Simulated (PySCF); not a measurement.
# CH$_{2}$FO$_{2}$, charge −1, SMILES `[F-].OC=O`: electronic structure

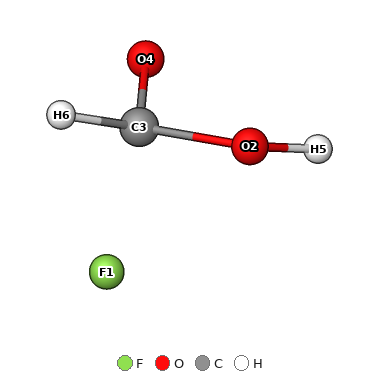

The molecule, with its atoms numbered as below. The pair's geometry is semi-empirical, so its contact may be too short or too long.

Coordinates in Å:

```
F1      -1.3673   -0.1814   -0.1224
O2       0.7890   -1.0347   -0.0120
C3       0.1392    0.1668    0.3407
O4       0.5232    1.2185   -0.1683
H5       1.0116   -0.9255   -0.9448
H6      -0.0382    0.0872    1.4440
```

Part 1: Bonding charge

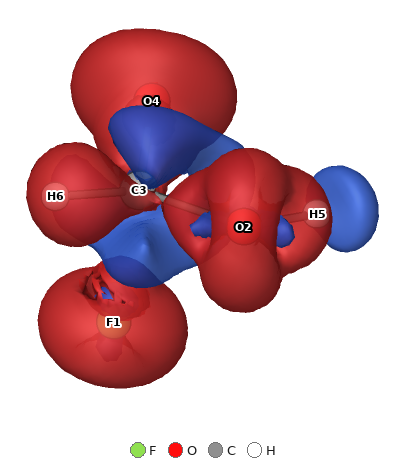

Deformation density (molecule less spherical, spin-averaged free atoms at the same positions), surfaces at ±0.1 e/Å³; red: gain, blue: loss.

PySCF calculation, HF/def2-SVPD, gas phase; geometry: GFN2-xTB.

> Describe the bonding that the map shows.

C3–O4: +0.80 e/Å³ at the bond critical point (bond length 1.23 Å). C3–H6: +0.78 e/Å³ at the bond critical point (bond length 1.12 Å). O2–H5: +0.69 e/Å³ at the bond critical point (bond length 0.96 Å). O2–C3: +0.20 e/Å³ at the bond critical point (bond length 1.41 Å). F1–C3: −0.20 e/Å³ at the bond critical point (bond length 1.61 Å); up to 0.6 Å beside the axis the gain reaches +0.16 e/Å³. In all, 2.1 electrons gather in the regions of gain relative to the promolecule of neutral atoms (this includes the anion's extra charge). A small or negative value marks a very polar bond, one between electron-rich atoms, whose free-atom densities already overlap strongly, a long bond to a heavier atom, or a closed-shell contact such as a hydrogen bond.

Part 2: Bond critical points

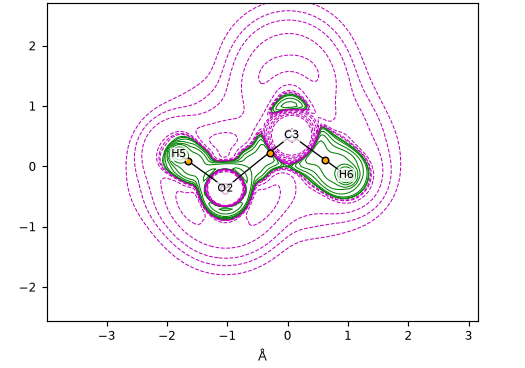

Negative Laplacian of the density (−∇²ρ) in the plane of O2, C3, H5 and H6 (solid green lines positive, dashed magenta lines negative, contours at ±0.02 to ±8 a.u.), with bond paths and bond critical points (dots).

> Sort the bonds in the plane by the sign of ∇²ρ at their critical points.

Concentrated (∇²ρ < 0): O2–H5 (−2.36 a.u.); C3–H6 (−1.12 a.u.); O2–C3 (−0.47 a.u.). At none is it depleted.

> Where along O2–H5 does the critical point lie?

0.78 Å from O2 and 0.18 Å from H5.

Part 3: Local ionisation energy

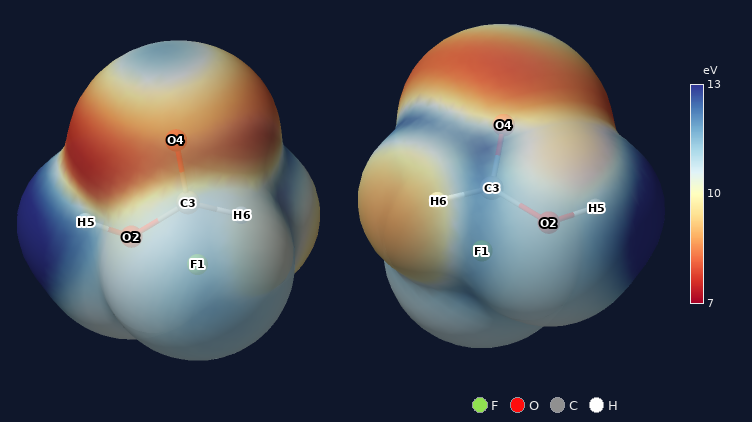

Average local ionisation energy on the surface of electron density 0.001 a.u. (back view left, front view right).

> Locate the minima of the map.

The lowest value is 7.5 eV, near H5 (1.88 Å) and O4 (1.96 Å). Further minima include 8.0 eV, 1.9 Å from O4; 8.8 eV, 1.4 Å from H6; 10.5 eV, off the O2–H5 bond (1.8 to 2.1 Å from its atoms). For comparison, the highest occupied orbital lies at −5.5 eV.

The PySCF run shown took 1.3 s on 1 thread of Arm Neoverse V2 (shared host).
